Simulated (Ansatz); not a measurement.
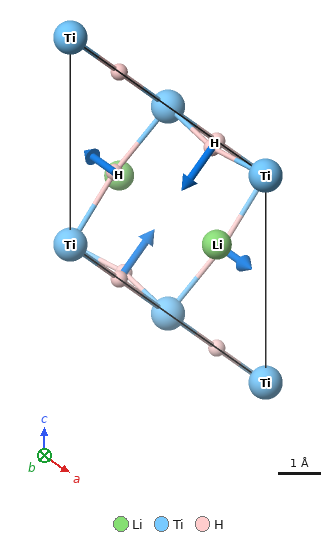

A relaxation of solid LiTiH3 (a generated structure, set up in I4/mcm) (coarse preliminary run). The starting structure is drawn; blue arrows show the displacements (the part carried along by the change of the cell is left out), magnified 3 times.

The picture is a ball-and-stick view of the cell of the calculation, seen along the b axis.

Theory: DFT PBE, scalar-relativistic, plane waves, PAW in Ansatz. (plane-wave cutoff 420 eV; k-point mesh 4 × 4 × 4; occupations gaussian; smearing width 0.1 eV; no spin polarisation; cell and atoms relaxed; force threshold 0.04 eV/Å; at most 70 steps)

**Which element moves most?**

Hydrogen: up to 0.43 Å, against 0.00 Å for lithium.

**Describe the change and its energy.**

The largest moves relative to the cell, 0.43 Å, are those of H atoms. Li and Ti stay in place. Cell: a = b = c 5.819 → 5.032 Å (−13.5 %), α 120.0° → 121.3°, β 120.0° → 121.3°, γ 90.0° → 87.8°. Volume −36.7 %. Near-neighbour distances that change, for instance: H–Li 2.774 → 2.145 Å, H–Li 2.910 → 2.466 Å, H–Ti 2.057 → 1.814 Å, H–Ti 2.067 → 1.844 Å. Among the angles between lasting bonds that change: Ti–H–Ti 169.0° → 142.1°. The space group stays I4/mcm (No. 140). The energy falls by 270 meV per atom in 7 accepted moves (8 points after the start). Largest force component: 0.032 eV/Å at the start, 0.00017 eV/Å at the end. The pressure goes from −12.35 to −0.09 GPa. At 1 point the geometry stayed and the basis and grid were re-selected for the new cell (energy shift of 1.5 meV per atom at most each time).
